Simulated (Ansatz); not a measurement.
The figure comes from a scan of SnTe (rock salt): one Sn atom of a 2-atom cell moves by s along Cartesian z, with its periodic images. All values below come from r2SCAN (plane waves to 500 eV, PAW, scalar-relativistic; Ansatz, a program for electronic structure). k mesh 10×10×10 (Γ-centred), Fermi-Dirac smearing 0.05 eV. F∥ is the force on the atom along that direction. SnTe was relaxed with its symmetry unable to fall. Spin-orbit coupling is left out, though Te is heavy. The PAW data are Ansatz's earlier set. 

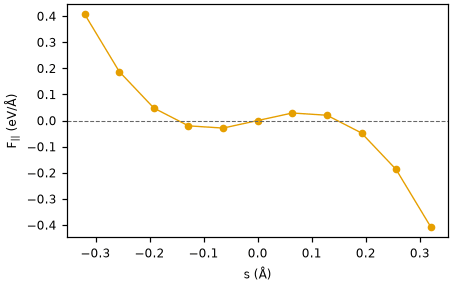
*F∥ (eV/Å) against s (Å); one marker a computed point.*

Task: Read the plotted values off the figure, to the accuracy that the plot allows.

Result: To the nearest 0.02:

| s (Å) | F∥ (eV/Å) |
|---|---|
| -0.320 | 0.40 |
| -0.256 | 0.18 |
| -0.192 | 0.04 |
| -0.128 | -0.02 |
| -0.064 | -0.02 |
| 0.000 | 0.00 |
| 0.064 | 0.02 |
| 0.128 | 0.02 |
| 0.192 | -0.04 |
| 0.256 | -0.18 |
| 0.320 | -0.40 |

(For displaced atoms, the force is minus the slope of the energy, and its curvature is a force constant, which sets phonon frequencies.)
